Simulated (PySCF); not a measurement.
SMILES Cl[SiH2]/C=C/[Si](Cl)(Cl)Cl, singlet at its PBE0/def2-SVP optimised geometry (Å):

```
12

Si    -1.3231     1.6552    -0.9080
Cl    -0.7022     2.6527    -2.6128
C     -0.6780    -0.0997    -0.9518
C      0.1237    -0.6068     0.0000
Si     0.7623    -2.3465     0.0000
Cl     0.1269    -3.3282     1.6852
Cl     2.8125    -2.3465     0.0000
Cl     0.0919    -3.3570    -1.6534
H     -2.8125     1.6689    -0.8965
H     -0.7749     2.3465     0.2914
H     -0.9740    -0.7450    -1.7911
H      0.4389     0.0229     0.8449
```

Computed with PBE0/def2-TZVP (PySCF 2.14.0).

Map of the electrostatic potential (hartree/e), clipped to [-0.08, 0.12] on the plane z = 0.6 Å:

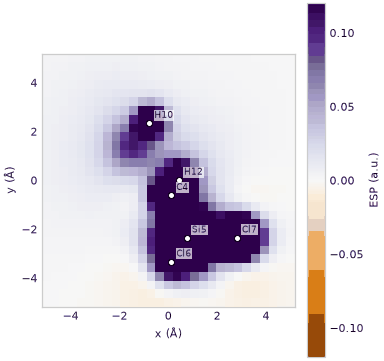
*Electrostatic potential (hartree/e), clipped to [-0.08, 0.12] on the plane z = 0.6 Å.*
